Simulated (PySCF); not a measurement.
```yaml
atoms:
  - { symbol: F, position_ang: [-0.5702, 2.3072, -0.7127] }
  - { symbol: B, position_ang: [-0.2567, 1.0785, -0.3361] }
  - { symbol: N, position_ang: [0.1410, 0.6182, 0.9740] }
  - { symbol: Si, position_ang: [0.2394, -0.9511, 0.2921] }
  - { symbol: F, position_ang: [1.6684, -1.6834, 0.2936] }
  - { symbol: F, position_ang: [-0.7558, -2.0716, 0.8681] }
  - { symbol: N, position_ang: [-0.2349, -0.1256, -1.1337] }
  - { symbol: H, position_ang: [0.2638, 1.1012, 1.8479] }
  - { symbol: H, position_ang: [-0.4498, -0.2949, -2.1018] }
```

Geometry: PBE0-D3(BJ)/def2-SVP.

The calculation used PBE0/pcSseg-2, SCF density, gas phase, non-relativistic in PySCF 2.14.0.

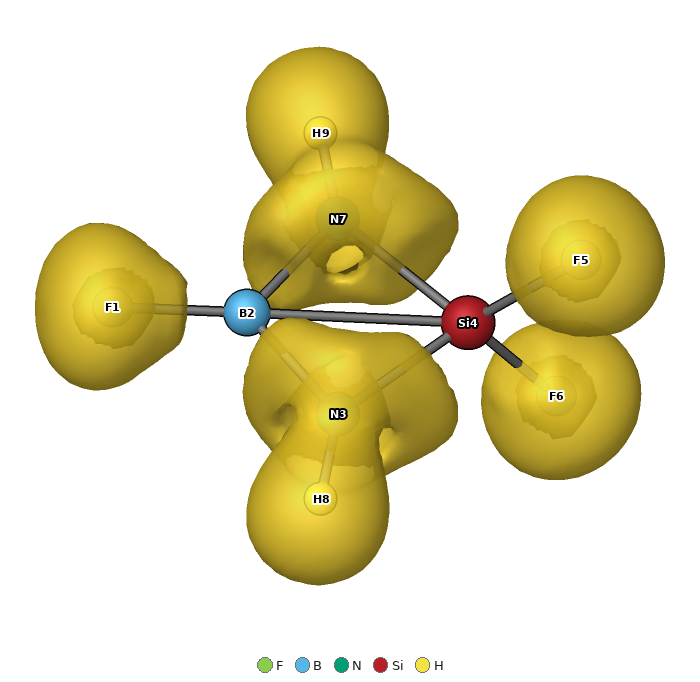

BF3H2N2Si. Isosurface of the electron localisation function at 0.75 (yellow), seen at a tilt. Only the valence region is drawn (cores and ρ < 0.01 e/Å³ removed).

What do the ELF domains correspond to?

The ELF exceeds this value in one region on F in which the atom's valence shell and bonds are merged, two regions wrapped around F (its lone pairs, merged into a ring or cap) and two joined regions spread over several atoms (H, N), in which their bonds and any lone pairs are merged. Profiles from the grid: B–F (1.32 Å): the ELF peaks at about 0.85 between the atoms (a polar covalent bond). B–N (1.44 Å): the ELF peaks at about 0.90 between the atoms (a polar covalent bond).
